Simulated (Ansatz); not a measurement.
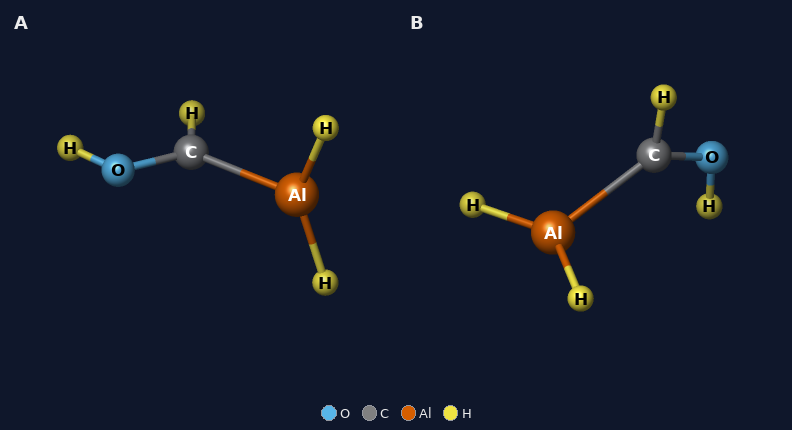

2 stationary structures of one formula. State: charge +1, singlet. Geometries: PBE-D4/def2-SVP. Electronic energies: PBE-D4/def2-SVP (Ansatz 0.2.0), without zero-point energy. No frequency run is at hand to confirm each as a minimum.

**Which structure is the most stable?**

A is lowest (Cs); B lies 7.0 kJ/mol above it.
